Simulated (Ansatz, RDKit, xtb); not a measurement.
# Isomers of C5H9B, a sample narrowed down, part 2 of 2

A sample of isomers of C5H9B is drawn. Aim: find which of them has the lowest free energy at 298.15 K, then its properties. The sample is small against all isomers, and the most stable one of this formula need not be in it.

xtb, Ansatz and PySCF; isolated molecules. The steps go on from the part before.

### Step 7. Harmonic analysis of the finalists

The lowest few in one piece go on as finalists. In this search the thermal terms come from GFN2-xTB at its own nearest minimum. The first, c018a:

start.xyz

```xyz
15
c018a
C     -0.873288     0.894828    -0.928846
C     -1.141100    -0.579864    -0.746681
C     -0.166750     0.047539     0.176948
C      1.278561    -0.190924     0.034521
C      2.156111    -0.172924     1.040947
B     -1.798603     1.957253    -0.337863
H     -2.566231     1.642318     0.547013
H     -1.757363     3.111354    -0.698306
H     -0.208450     1.152049    -1.759539
H     -0.745628    -1.246737    -1.517872
H     -2.112357    -0.876263    -0.342693
H     -0.504219     0.227146     1.202340
H      1.630772    -0.400459    -0.983657
H      1.841840     0.034098     2.068658
H      3.217701    -0.367840     0.872796
```

Run with:

```sh
$ xtb start.xyz --gfn 2 --ohess tight
```

What it wrote, cut to the lines that bear on the results:

```text
* xtb version 6.7.1
[...]
          :  # basis functions                  33          :
[...]
          :  # electrons                        32          :
[...]
          :  Hamiltonian                  GFN2-xTB          :
[...]
          :  net charge                          0          :
          :  unpaired electrons                  0          :
[...]
   *** convergence criteria satisfied after 12 iterations ***
[...]
   *** GEOMETRY OPTIMIZATION CONVERGED AFTER 11 ITERATIONS ***
[...]
   *** convergence criteria satisfied after 3 iterations ***
[...]
         ::                     SUMMARY                     ::
         :::::::::::::::::::::::::::::::::::::::::::::::::::::
         :: total energy             -16.461630606880 Eh    ::
         :: gradient norm              0.000143354753 Eh/a0 ::
         :: HOMO-LUMO gap              3.683584048778 eV    ::
         ::.................................................::
         :: SCC energy               -16.744380333406 Eh    ::
         :: -> isotropic ES            0.020679703124 Eh    ::
         :: -> anisotropic ES          0.005972556555 Eh    ::
         :: -> anisotropic XC          0.010155702156 Eh    ::
         :: -> dispersion             -0.008401617097 Eh    ::
         :: repulsion energy           0.282749726526 Eh    ::
         :: add. restraining           0.000000000000 Eh    ::
         :: total charge               0.000000000000 e     ::
         :::::::::::::::::::::::::::::::::::::::::::::::::::::
[...]
        16        2.0000           -0.3875645             -10.5462 (HOMO)
        17                         -0.2521954              -6.8626 (LUMO)
[...]
molecular dipole:
                 x           y           z       tot (Debye)
 q only:        0.037      -0.227      -0.070
   full:        0.134      -0.325      -0.103       0.930
molecular quadrupole (traceless):
[...]
          | TOTAL ENERGY              -16.461630606880 Eh   |
          | TOTAL ENTHALPY            -16.330709776554 Eh   |
          | TOTAL FREE ENERGY         -16.369089442531 Eh   |
          | GRADIENT NORM               0.000143337419 Eh/α |
[...]
```

Run time: 1.1 s. Hardware: 2 threads of AMD EPYC (Zen 3), shared host.

### Step 8. Zero-point energy and free-energy terms

As xtb prints them, at 298.15 K, with its own treatment of low modes:

```
label               SMILES     spin  lowest mode (cm⁻¹)  zero-point (kcal/mol)  G − E (kcal/mol)
c018a   B[C@@H]1C[C@H]1C=C  singlet                  86                   77.1              58.1
c012a  B[C@@H]1C[C@@H]1C=C  singlet                  82                   77.2              58.1
c333c          BC1(C=C)CC1  singlet                 110                   77.1              58.3
```

### Step 9. Last filter: a higher level

Single points at CCSD(T)/def2-SVP + MP2/def2-TZVPP - MP2/def2-SVP on the refined geometries decide the order.

c018a, CCSD(T)/def2-SVP:

input.yaml

```yaml
crystal:
  periodic: [false, false, false]
  atoms:
    - {symbol: C, position_ang: [-0.873288, 0.894828, -0.928846]}
    - {symbol: C, position_ang: [-1.141100, -0.579864, -0.746681]}
    - {symbol: C, position_ang: [-0.166750, 0.047539, 0.176948]}
    - {symbol: C, position_ang: [1.278561, -0.190924, 0.034521]}
    - {symbol: C, position_ang: [2.156111, -0.172924, 1.040947]}
    - {symbol: B, position_ang: [-1.798603, 1.957253, -0.337863]}
    - {symbol: H, position_ang: [-2.566231, 1.642318, 0.547013]}
    - {symbol: H, position_ang: [-1.757363, 3.111354, -0.698306]}
    - {symbol: H, position_ang: [-0.208450, 1.152049, -1.759539]}
    - {symbol: H, position_ang: [-0.745628, -1.246737, -1.517872]}
    - {symbol: H, position_ang: [-2.112357, -0.876263, -0.342693]}
    - {symbol: H, position_ang: [-0.504219, 0.227146, 1.202340]}
    - {symbol: H, position_ang: [1.630772, -0.400459, -0.983657]}
    - {symbol: H, position_ang: [1.841840, 0.034098, 2.068658]}
    - {symbol: H, position_ang: [3.217701, -0.367840, 0.872796]}
basis:
  gaussian:
    orbitals: def2-SVP
total_charge: 0
correlation:
  method: ccsd_t
  frozen_orbitals: {C: 1, B: 1, H: 0}
```

Run with:

```sh
$ ansatz run input.yaml --threads 2 --pin off --max-ram 5220MiB --events-out events.jsonl --progress --plain --runs-dir runs
```

What it wrote, cut to the lines that bear on the results:

```text
Warning: RAYON_NUM_THREADS=2 ignored (pool sized by the plan → 2); use --threads N
Functional definition: HF
  name "HF"
[...]
1338 factors; integrals over basis functions are off by at most 1.5e-3 eV
[...]
mean field -5960.30973242 eV, -219.0373426232 hartree, gradient 1.9e-6 eV, S^2 0.000000; 0 other end points of the search recorded, 0 dependent functions left out
6 core orbitals not correlated: weight in the atoms' cores, before any rotation towards them, 1.000 or more for the frozen orbitals, at most 0.000 for the correlated occupied ones
reference -5960.30973242 eV, -219.0373426232 hartree; 16, 16 occupied and 107, 107 virtual orbitals, 1338 factors
second order -20.78744550 eV of doubles, -0.00000000 eV of singles
cycle   1  -21.82387714 eV  change    -1.0e0 eV  update   1.0e-1
[...]
cycle  10  -22.55767354 eV  change    2.0e-5 eV  update   1.2e-5
perturbative correction -0.81218265 eV, -0.0298471619 hartree
Total energy: -5983.67958860 eV, -219.8961689974 hartree
```

Wall time 57 s (2 threads of AMD EPYC (Zen 3), shared host); peak memory 0.89 GiB.

### Step 10. c018a at MP2/def2-TZVPP

input.yaml, as its differences from that of step 9:

```diff
@@ -20,6 +20,5 @@
   gaussian:
-    orbitals: def2-SVP
-total_charge: 0
+    orbitals: def2-TZVPP
 correlation:
-  method: ccsd_t
+  method: mp2
   frozen_orbitals: {C: 1, B: 1, H: 0}
```

Run with:

```sh
$ ansatz run input.yaml --threads 2 --pin off --max-ram 5220MiB --events-out events.jsonl --progress --plain --runs-dir runs
```

What it wrote:

```text
Warning: RAYON_NUM_THREADS=2 ignored (pool sized by the plan → 2); use --threads N
[... 2 set-up lines as earlier in the session ...]
  exchange = exact_x
  correlation = 0
1830 factors; integrals over basis functions are off by at most 1.1e-3 eV
mean field evaluation 1: about -5962.1985 eV, gradient 3.8e1 eV
mean field evaluation 2: about -5962.4850 eV, gradient 3.8e1 eV
mean field evaluation 4: about -5966.6836 eV, gradient 5.0e0 eV
mean field evaluation 8: about -5966.7604 eV, gradient 3.1e-1 eV
mean field -5966.76089653 eV, -219.2744185318 hartree, gradient 1.9e-6 eV, S^2 0.000000; 0 other end points of the search recorded, 0 dependent functions left out
6 core orbitals not correlated: weight in the atoms' cores, before any rotation towards them, 1.000 or more for the frozen orbitals, at most 0.000 for the correlated occupied ones
reference -5966.76089653 eV, -219.2744185318 hartree; 16, 16 occupied and 290, 290 virtual orbitals, 1830 factors
second order -25.23016015 eV of doubles, -0.00000000 eV of singles
Total energy: -5991.99105669 eV, -220.2016098158 hartree
```

Run time: 25 s. Hardware: 2 threads of AMD EPYC (Zen 3), shared host; peak memory 0.97 GiB.

### Step 11. c012a at CCSD(T)/def2-SVP

input.yaml

```yaml
basis:
  gaussian:
    orbitals: def2-SVP
crystal:
  periodic: [false, false, false]
  atoms:
    - {symbol: C, position_ang: [1.756569, 0.634316, -0.733310]}
    - {symbol: C, position_ang: [1.046563, -0.681090, -1.059486]}
    - {symbol: C, position_ang: [0.900058, -0.124825, 0.304126]}
    - {symbol: C, position_ang: [-0.391056, 0.397683, 0.790931]}
    - {symbol: C, position_ang: [-0.790637, 0.339052, 2.063302]}
    - {symbol: B, position_ang: [1.261949, 1.892080, -1.453463]}
    - {symbol: H, position_ang: [0.081782, 2.055357, -1.668870]}
    - {symbol: H, position_ang: [2.040861, 2.726777, -1.854501]}
    - {symbol: H, position_ang: [2.830543, 0.527959, -0.551510]}
    - {symbol: H, position_ang: [1.680795, -1.559408, -1.203325]}
    - {symbol: H, position_ang: [0.181746, -0.632536, -1.727070]}
    - {symbol: H, position_ang: [1.507672, -0.600089, 1.081216]}
    - {symbol: H, position_ang: [-1.050881, 0.844923, 0.039998]}
    - {symbol: H, position_ang: [-1.762939, 0.729263, 2.372897]}
    - {symbol: H, position_ang: [-0.159183, -0.102284, 2.841134]}
correlation:
  method: ccsd_t
  frozen_orbitals: {C: 1, B: 1, H: 0}
```

Run with:

```sh
$ ansatz run input.yaml --threads 2 --pin off --max-ram 5220MiB --events-out events.jsonl --progress --plain --runs-dir runs
```

What it wrote, cut to the lines that bear on the results:

```text
Warning: RAYON_NUM_THREADS=2 ignored (pool sized by the plan → 2); use --threads N
[... 2 set-up lines as earlier in the session ...]
[...]
1337 factors; integrals over basis functions are off by at most 1.4e-3 eV
[...]
mean field -5960.25119237 eV, -219.0351913163 hartree, gradient 7.9e-7 eV, S^2 0.000000; 0 other end points of the search recorded, 0 dependent functions left out
6 core orbitals not correlated: weight in the atoms' cores, before any rotation towards them, 1.000 or more for the frozen orbitals, at most 0.000 for the correlated occupied ones
reference -5960.25119237 eV, -219.0351913163 hartree; 16, 16 occupied and 107, 107 virtual orbitals, 1337 factors
second order -20.77218789 eV of doubles, -0.00000000 eV of singles
cycle   1  -21.82205684 eV  change    -1.0e0 eV  update   1.0e-1
[...]
cycle   9  -22.55432103 eV  change    1.3e-5 eV  update   2.8e-5
perturbative correction -0.80820362 eV, -0.0297009354 hartree
Total energy: -5983.61371702 eV, -219.8937482615 hartree
```

Run time: 54 s. Hardware: 2 threads of AMD EPYC (Zen 3), shared host; peak memory 0.89 GiB.

### Step 12. Free energies and the winner

Energies in kcal/mol from c018a; G adds the thermal terms to the CCSD(T)/def2-SVP + MP2/def2-TZVPP - MP2/def2-SVP energy. The columns left of the relaxed level are at the tight-binding geometries.

```
label               SMILES     spin  GFN2-xTB  HF/STO-3G  r2SCAN-D4/def2-SVP  PBE0-D3(BJ)/def2-SVP  HF/def2-SVP  MP2/def2-SVP  CCSD(T)/def2-SVP + MP2/def2-TZVPP - MP2/def2-SVP    G  share at equilibrium     T1
c018a   B[C@@H]1C[C@H]1C=C  singlet       0.0        0.0                 0.0                   0.0          0.0           0.0                                               0.0  0.0                91.7 %  0.010
c012a  B[C@@H]1C[C@@H]1C=C  singlet       1.2        1.3                 1.8                   1.6          1.3           1.7                                               1.6  1.6                 6.0 %  0.010
c333c          BC1(C=C)CC1  singlet       2.9        3.4                 3.3                   2.9          3.8           2.2                                               2.0  2.2                 2.2 %  0.010
```

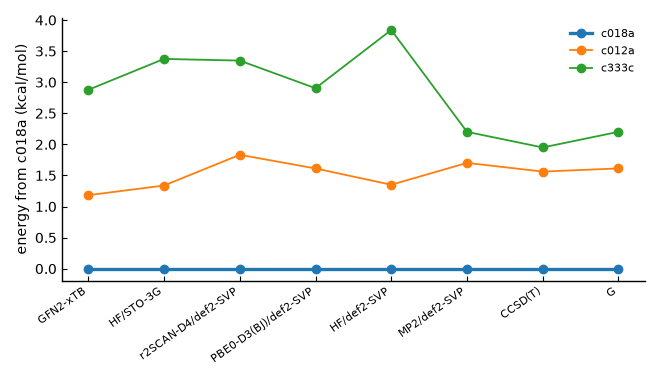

The finalists at each level, measured from c018a.

Lowest found: c018a, `B[C@@H]1C[C@H]1C=C`, a singlet. Bond lengths: C1–C2 1.510 Å, C1–C3 1.562 Å, C2–C3 1.482 Å, C3–C4 1.472 Å, C4–C5 1.335 Å, C1–B6 1.528 Å, B6–H7 1.213 Å, B6–H8 1.210 Å, C1–H9 1.095 Å, C2–H10 1.094 Å, C2–H11 1.093 Å, C3–H12 1.094 Å, C4–H13 1.098 Å, C5–H14 1.094 Å, C5–H15 1.092 Å. Some angles: C1–C2–C3 62.9°, C2–C1–C3 57.7°, C2–C1–B6 121.7°, C3–C1–B6 112.2°, C1–C3–C2 59.4°, C1–C3–C4 117.6°, C2–C3–C4 121.1°, C3–C4–C5 124.8°, C1–C2–H10 116.5°, C1–C2–H11 117.8°.

```xyz
15

C    -0.8733    0.8948   -0.9288
C    -1.1411   -0.5799   -0.7467
C    -0.1668    0.0475    0.1769
C     1.2786   -0.1909    0.0345
C     2.1561   -0.1729    1.0409
B    -1.7986    1.9573   -0.3379
H    -2.5662    1.6423    0.5470
H    -1.7574    3.1114   -0.6983
H    -0.2084    1.1520   -1.7595
H    -0.7456   -1.2467   -1.5179
H    -2.1124   -0.8763   -0.3427
H    -0.5042    0.2271    1.2023
H     1.6308   -0.4005   -0.9837
H     1.8418    0.0341    2.0687
H     3.2177   -0.3678    0.8728
```

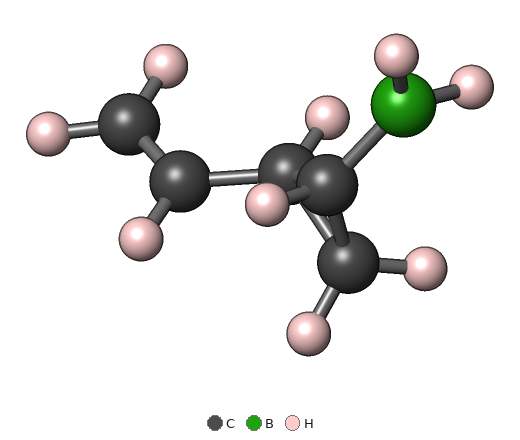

The lowest structure found, seen from a chosen angle (carbon dark grey, boron green, hydrogen pink).

### Step 13. Summary of results

The summary covers parts 1 to 2.

| quantity | value |
| --- | --- |
| lowest structure found | B[C@@H]1C[C@H]1C=C, singlet |
| next finalist | B[C@@H]1C[C@@H]1C=C, singlet, 1.6 kcal/mol higher in G |
| share at equilibrium, among the finalists | 91.7 % |
| funnel | 6 starts, 5 minima at GFN2-xTB, 6 screening runs, 3 relaxed, 3 ranked |
| CPU time of all runs | 16 min |

In words: The lowest structure found is `B[C@@H]1C[C@H]1C=C`. The next finalist is drawn with the same bonds. GFN2-xTB, HF/STO-3G, r2SCAN-D4/def2-SVP, PBE0-D3(BJ)/def2-SVP, HF/def2-SVP and MP2/def2-SVP already put its bonding pattern lowest among the structures in one piece. The largest share of the time went into the final energies (47 %). The search is not exhaustive (a finite list of starts, one conformer a finalist), so a lower isomer can't be ruled out. Only 3 drawn patterns were tried, so whole families of isomers are missing, and the result ranks this sample alone.
